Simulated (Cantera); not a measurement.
Feed: 1 mol SiF4, a varied amount of H2O, 95 mol N2, held at 625 °C and 0.100 bar.

Method: chemical equilibrium by Gibbs-energy minimisation in Cantera with the NASA 1993 tables (ideal gas, pure condensed phases). Candidate condensed phases: H2O, Si, SiO2, Si2N2O, Si3N4; 58 gas species. The numbers say what is thermodynamically allowed, not how fast it happens.

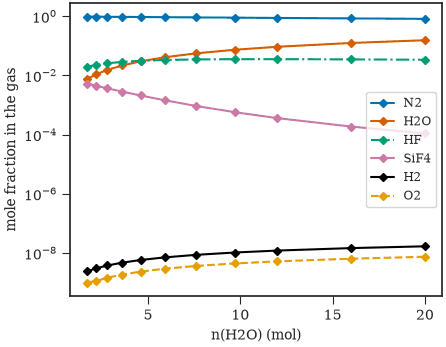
Figure: Equilibrium gas composition (values under 1e-9 drawn at 1e-9)

### Question
Read off the mole fractions at 9.7 mol H2O.

### Answer
N2 about 0.89, H2O about 0.073, HF about 0.035, SiF4 about 0.00057, H2 about 1.0e-8.
